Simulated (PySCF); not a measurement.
**Al₂Cl₄H₄N₂: density, localisation and related maps**

The calculation's input:

```
{"job": {"kind": "nmr", "xc": "PBE0", "basis": {"default": "pcSseg-1", "Al": "pcSseg-2"}}, "charge": 0, "multiplicity": 1}
Al    -1.325412    -0.189099    -0.346751
Cl    -2.789444    -0.295279     1.164508
Cl    -1.840795    -0.340450    -2.386179
N     -0.158588     1.333222    -0.046854
Al     1.345603     0.175432     0.352823
Cl     2.795218     0.284047    -1.172625
Cl     1.882633     0.325509     2.386704
N      0.176363    -1.347300     0.061559
H     -0.445328     1.933741     0.729143
H     -0.030325     1.939477    -0.859487
H      0.459956    -1.954522    -0.710182
H      0.045599    -1.947519     0.878331
```

Command:

```sh
OMP_NUM_THREADS=1 python probes_run.py task.json out
```

Geometry: PBE0-D3(BJ)/def2-SVP.

Theory: PySCF, PBE0/pcSseg-1 Al:pcSseg-2, SCF density, gas phase, non-relativistic.

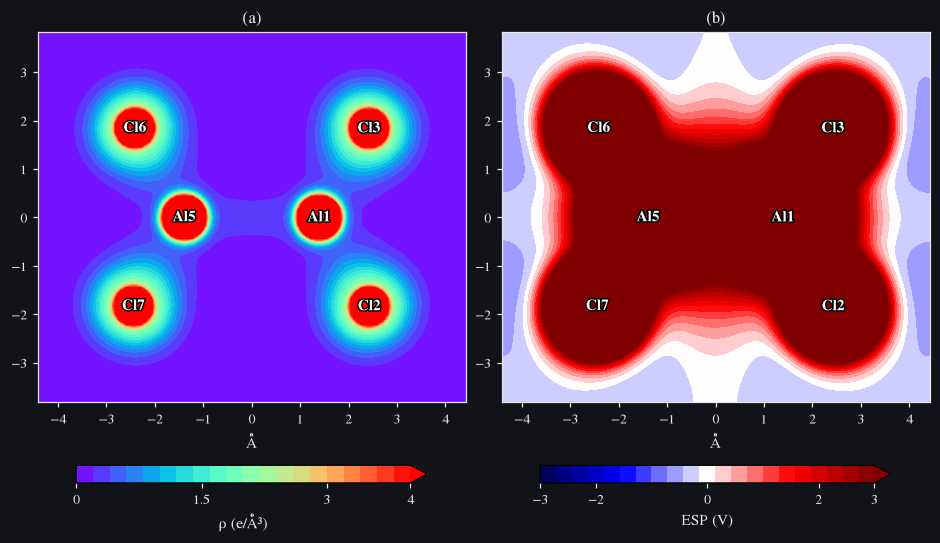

Figure 1. (a) total electron density; (b) molecular electrostatic potential on the plane of atoms Cl6, Al5 and Cl7.

### What do the fields say about this system?

The section cuts through Al and Cl sites. Al–Cl (2.11 Å): the density is about 0.76 e/Å³ at the midpoint. Outside the dense part of the molecule the potential is most negative (−0.6 V) near Cl2, Cl3, Cl6 and Cl7.

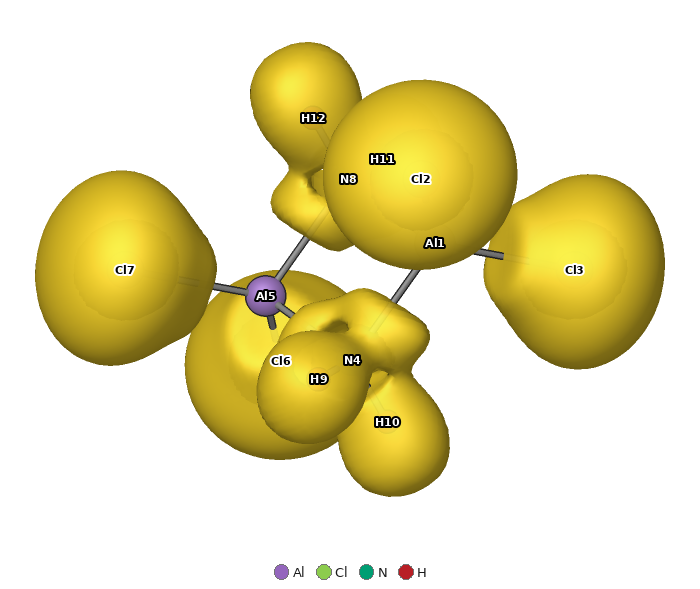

Figure 2. Isosurface of the ELF at 0.75 (yellow), seen at a tilt. Core shells and regions of very low density are left out.

### Describe the localisation domains.

At this value the surface marks out four regions on Cl in which the atom's valence shell and bonds are merged and two joined regions spread over several atoms (H, N), in which their bonds and any lone pairs are merged. Along the contacts the grid gives the following. Al–N (1.94 Å): the ELF peaks at about 0.95 between the atoms, as expected for a polar covalent bond. Al–Cl (2.11 Å): the ELF peaks at about 0.85 in the valence shell of Cl, 0.9 Å from its nucleus, and is about 0.85 at the midpoint.

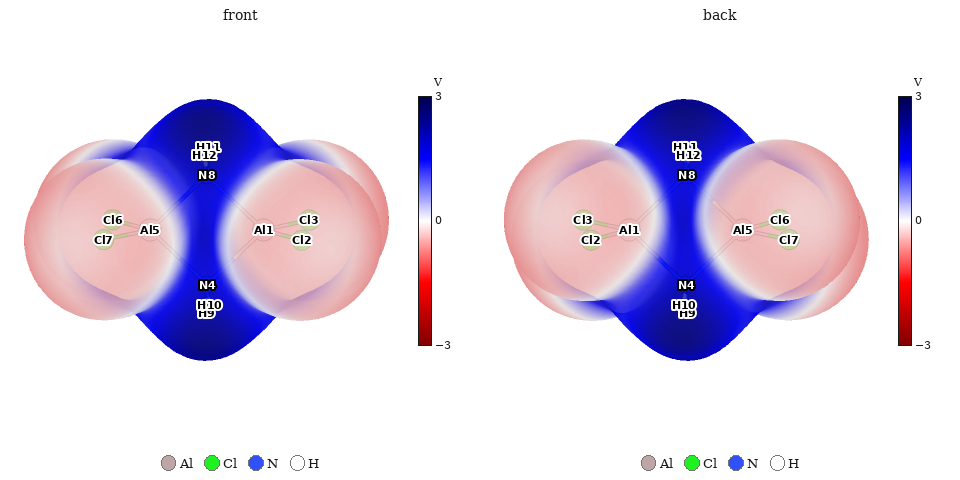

Figure 3. The electrostatic potential painted on the density surface at 0.002 e/bohr³, seen from the front and from behind; red is negative and blue positive.

### Describe the electrostatic potential map.

The most negative region (about −0.6 V, or −14 kcal/mol for a unit charge) lies over Cl2, Cl3, Cl6 and Cl7, the most positive (about +2.5 V, or +58 kcal/mol for a unit charge) over H9, H10, H11 and H12.

### What dipole moment does the calculation give?

Its dipole moment is 0.04 D.
